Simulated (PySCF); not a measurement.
CH₇NO₂Si₂ (SMILES O=CO[SiH2]N[SiH3])

Input

```
{"job": {"kind": "nmr", "xc": "PBE0", "basis": "pcSseg-1"}, "charge": 0, "multiplicity": 1}
O      3.361783    -0.664867    -0.223475
C      2.933535     0.249964     0.414073
O      1.674497     0.549115     0.568624
Si     0.470950    -0.370535    -0.146988
N     -0.911611     0.418668     0.486727
Si    -2.565624    -0.022955     0.213302
H      3.580515     0.962299     0.959444
H      0.604467    -0.244294    -1.594544
H      0.564858    -1.744819     0.325117
H     -0.744129     1.273784     0.990573
H     -2.880581     0.090929    -1.212057
H     -2.742032    -1.409138     0.641472
H     -3.351016     0.912335     1.016901
```

Run with:

```sh
OMP_NUM_THREADS=1 python probes_run.py task.json out
```

Geometry: GFN2-xTB.

These are results of PBE0/pcSseg-1, SCF density, gas phase, non-relativistic in PySCF 2.14.0, not measurements.

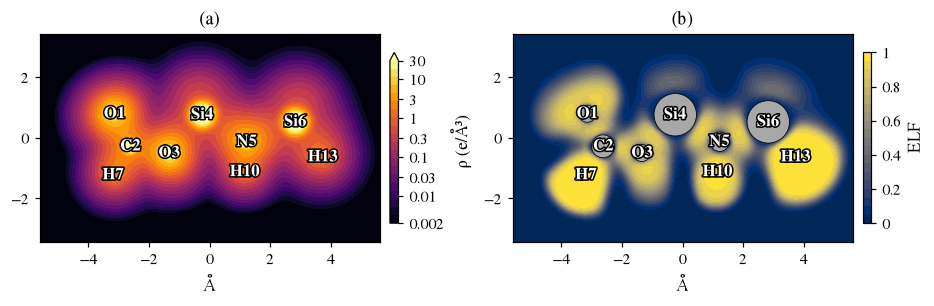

Figure 1. (a) total electron density; (b) ELF on the plane of atoms O3, Si4 and N5. Grey discs cover the atomic cores in the ELF map.

Question: What does the map show?

Answer: The plane passes through O, C, Si, N and H nuclei.
C–O (1.19 Å): ρ at the midpoint is about 3.4 e/Å³; the ELF peaks at about 0.85 between the atoms (a short, multiple covalent bond).
Si–O (1.68 Å): ρ at the midpoint is about 1.1 e/Å³; the ELF peaks at about 0.90 between the atoms (a polar covalent bond).
Si–N (1.71 Å): ρ at the midpoint is about 1.1 e/Å³; the ELF peaks at about 0.90 between the atoms; a polar covalent bond.
N–H (1.01 Å): ρ at the midpoint is about 2.8 e/Å³; the ELF climbs to about 1 towards the hydrogen, as it does in any bond to H: a covalent bond by its length.
C–O (1.30 Å): ρ is about 2.6 e/Å³ halfway; the ELF peaks at about 0.90 between the atoms (a polar covalent bond).
The ELF also peaks beside O3 and O1, away from the bonds: lone-pair regions.

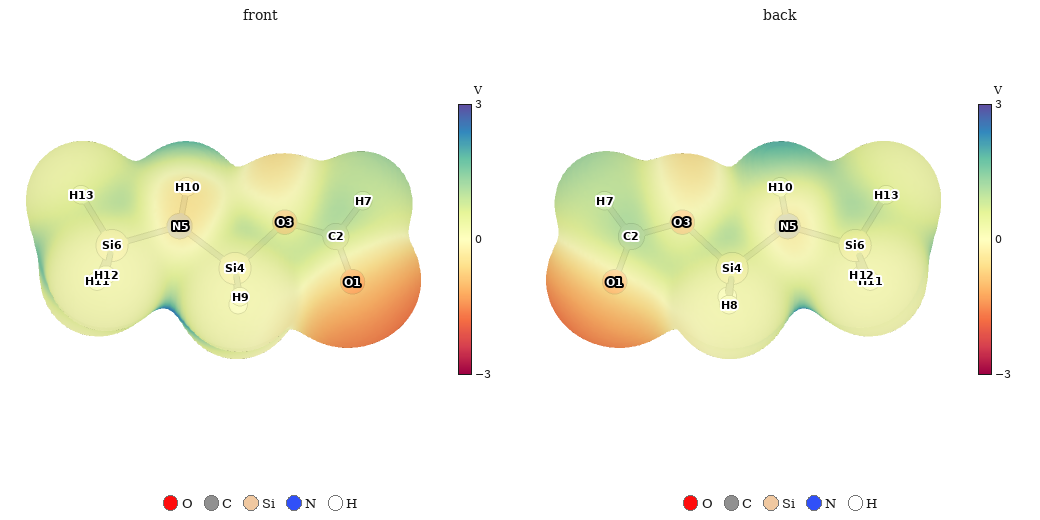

Figure 2. The molecular electrostatic potential painted on the density surface at 0.002 e/bohr³, seen from the front and from behind; the colour scale runs from red (negative) to blue (positive).

Question: Where is the surface potential most negative and most positive?

Answer: The most negative region (about −1.6 V) lies over O1, the most positive (about +2.3 V) over Si4 and Si6. O1 is the likeliest acceptor of a hydrogen bond.

Question: How polar is the molecule by this calculation?

Answer: Its dipole moment is 2.62 D.
